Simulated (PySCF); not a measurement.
# C₂H₆F₂OSi: what the fields show

```yaml
atoms:
  - { symbol: O, position_ang: [-2.2980, -0.3963, -0.5380] }
  - { symbol: C, position_ang: [-0.9486, -0.0662, -0.7300] }
  - { symbol: C, position_ang: [-0.1522, -0.0775, 0.5727] }
  - { symbol: F, position_ang: [-0.1187, -1.3981, 1.0345] }
  - { symbol: Si, position_ang: [1.6498, 0.5520, 0.3871] }
  - { symbol: F, position_ang: [2.1147, 0.1630, -1.1026] }
  - { symbol: H, position_ang: [-2.3385, -1.2581, -0.1051] }
  - { symbol: H, position_ang: [-0.9356, 0.9405, -1.1524] }
  - { symbol: H, position_ang: [-0.4733, -0.7537, -1.4427] }
  - { symbol: H, position_ang: [-0.7106, 0.4691, 1.3409] }
  - { symbol: H, position_ang: [2.5260, -0.1791, 1.2815] }
  - { symbol: H, position_ang: [1.6861, 2.0036, 0.4283] }
```

Geometry: GFN2-xTB.

All numbers below come from PBE0/pcSseg-1, SCF density, gas phase, non-relativistic in PySCF.

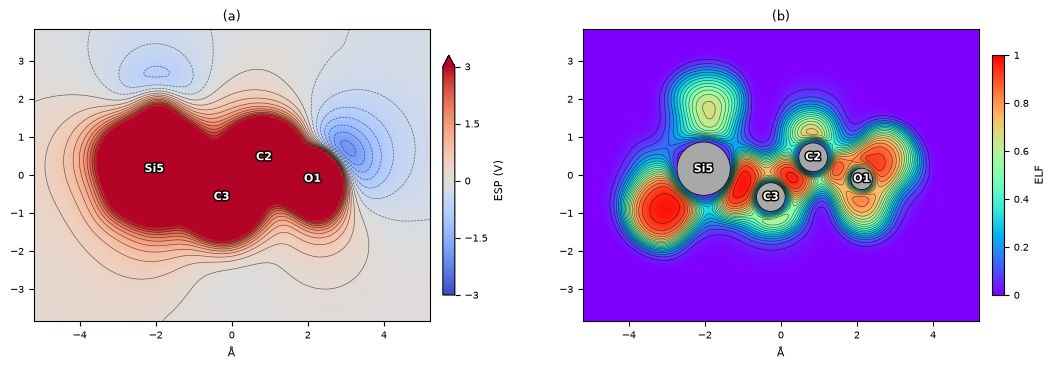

Figure 1. (a) electrostatic potential; (b) electron localisation function on the plane of atoms C2, C3 and Si5. Grey discs cover the atomic cores in the ELF map.

### Describe what can be read from this map.

- Atoms in the plane: O, C and Si.
- C–O (1.40 Å): the ELF peaks at about 0.90 between the atoms (a shared but strongly polarised pair).
- C–C (1.53 Å): the ELF peaks at about 0.95 between the atoms (a shared electron pair).
- C–Si (1.92 Å): the ELF peaks at about 1 between the atoms: a shared electron pair.
- The ELF also peaks beside O1, away from the bonds: lone-pair regions.
- Outside the dense part of the molecule the potential is most negative (−2.0 V) near O1.

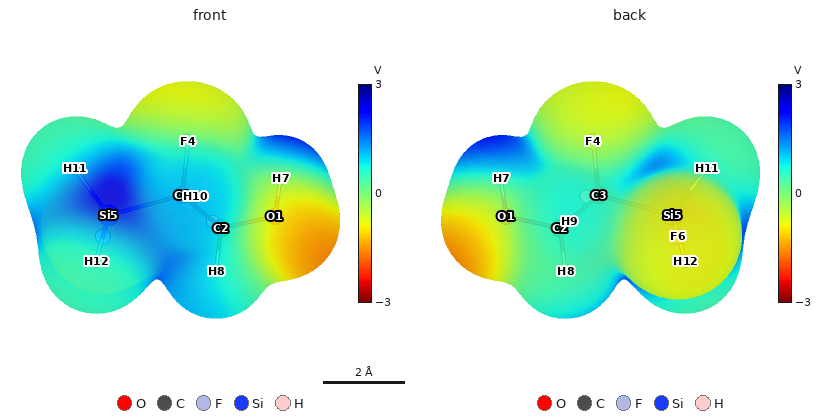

Figure 2. The molecular electrostatic potential painted on the density surface at 0.002 e/bohr³, seen from the front and from behind; the colour scale runs from red (negative) to blue (positive).

### Which sites attract a positive test charge, and which a negative one?

A positive charge is drawn to the negative regions and a negative charge to the positive ones. The most negative region (about −1.5 V) lies over O1, the most positive (about +2.2 V) over Si5. O1 is the likeliest acceptor of a hydrogen bond.
